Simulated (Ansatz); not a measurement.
```xyz
8

Al    0.8088   -1.0125    0.8935
Ge   -1.1198    1.2838   -0.6699
O    -0.2982    0.1938    0.4478
H    -0.5850    1.0467   -2.0973
H     0.8558   -1.4338    2.4190
H    -2.6275    0.9815   -0.6029
H     1.7372   -1.6604   -0.2195
H    -0.8318    2.7277   -0.2211
```

Geometry: PBE0-D3(BJ)/def2-SVP.

Method: Ansatz, isolated molecule in a Gaussian basis; Kohn-Sham density functional theory, functional PBE0.

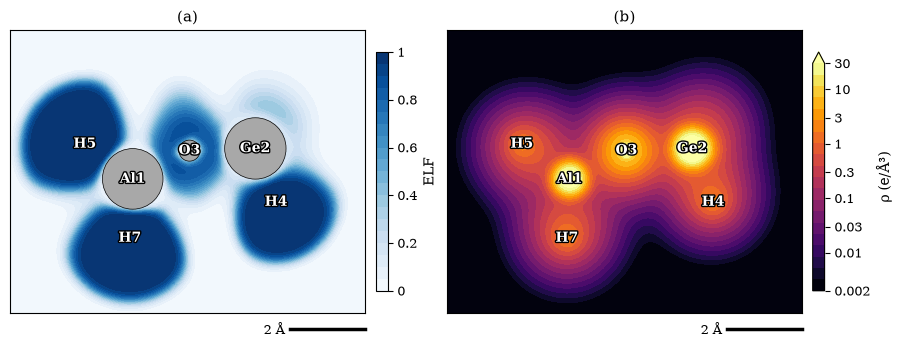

AlGeH5O. (a) ELF; (b) electron density on the plane of atoms H5, Al1 and H7. Grey discs cover the atomic cores in the ELF map.

What does the map show?

The section cuts through Al, Ge, O and H sites.
Al–O (1.70 Å): the density is about 0.87 e/Å³ at the midpoint; the ELF peaks at about 0.85 in the valence shell of O, 0.6 Å from its nucleus, and is about 0.40 at the midpoint.
Ge–O (1.76 Å): the density is about 0.99 e/Å³ at the midpoint; the ELF peaks at about 0.80 in the valence shell of O, 0.6 Å from its nucleus, and is about 0.30 at the midpoint.
Ge–H (1.54 Å): ρ at the midpoint is about 1.1 e/Å³; the ELF climbs to about 1 towards the hydrogen.
Al–H (1.58 Å): ρ is about 0.55 e/Å³ halfway; the ELF climbs to about 1 towards the hydrogen.
The ELF also peaks beside O3, away from the bonds: lone-pair regions.
